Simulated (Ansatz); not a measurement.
## Electronic structure of C2H8O2Si (SMILES COC(O)[SiH3]) in real space

```xyz
13

C    -1.8933    0.6239   -0.1855
O    -0.8361   -0.2759   -0.4069
C     0.3596    0.0815    0.2251
O     0.9466    1.2446   -0.3092
Si    1.5825   -1.3567   -0.0388
H    -2.7982    0.1705   -0.5892
H    -1.7267    1.5805   -0.6942
H    -2.0370    0.8076    0.8892
H     0.1606    0.2334    1.3016
H     0.5723    2.0217    0.1141
H     0.9821   -2.6106    0.4843
H     1.8767   -1.4938   -1.4858
H     2.8313   -1.0615    0.7100
```

Geometry: PBE0-D4/def2-TZVP.

The calculation used RKS PBE0-D4/def2-TZVPP (Ansatz).

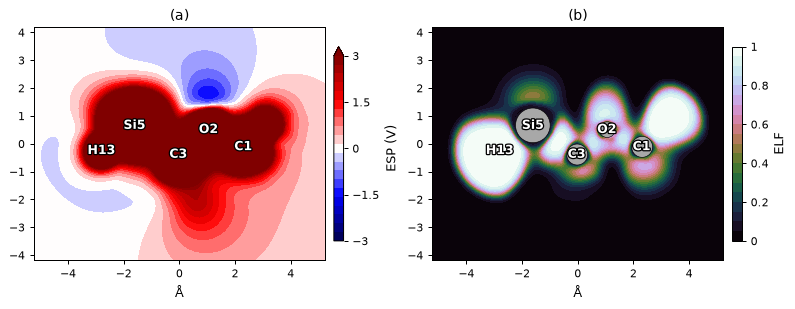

Figure 1. (a) molecular electrostatic potential; (b) electron localisation function on the plane of atoms O2, C3 and Si5. Grey discs cover the atomic cores in the ELF map.

### What does the map show?

The plane passes through C, O, Si and H nuclei.
C–O (1.40 Å): the ELF peaks at about 0.85 between the atoms; a shared but strongly polarised pair.
C–Si (1.91 Å): the ELF peaks at about 1 between the atoms (localised, covalent bonding).
Si–H (1.49 Å): the ELF climbs to about 1 towards the hydrogen, as it does in any bond to H.
The ELF also peaks beside O2, away from the bonds: lone-pair regions.
Outside the dense part of the molecule the potential is most negative (−1.5 V) near O2.

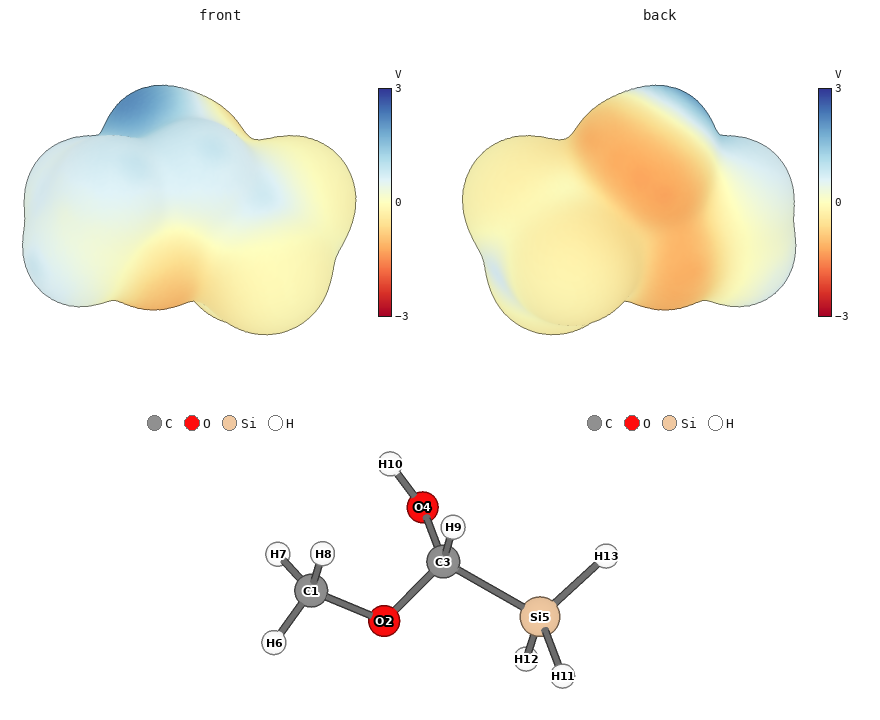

Figure 2. The electrostatic potential painted on the density surface at 0.001 e/bohr³, seen from the front and from behind; the colour scale runs from red (negative) to blue (positive). The bare structure is drawn below in the same view.

### Describe the electrostatic potential map.

The most negative region (about −1.2 V, or −28 kcal/mol for a unit charge) lies over O4, the most positive (about +2.0 V, or +46 kcal/mol for a unit charge) over H10. O4 is the likeliest acceptor of a hydrogen bond.

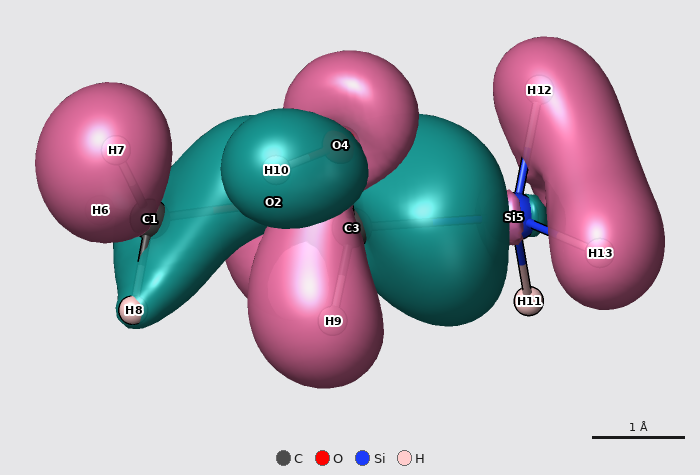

Figure 3. The HOMO−1 at ±0.08 Å⁻³ᐟ² (teal and pink are the two phases), seen from one side.

### What is the character of this orbital?

Its weight (Hirshfeld) is mainly on O2 (about 25 %), C3 (about 25 %), Si5 (about 15 %), O4 (about 10 %) and C1 (about 5 %). Its energy is −8.49 eV.
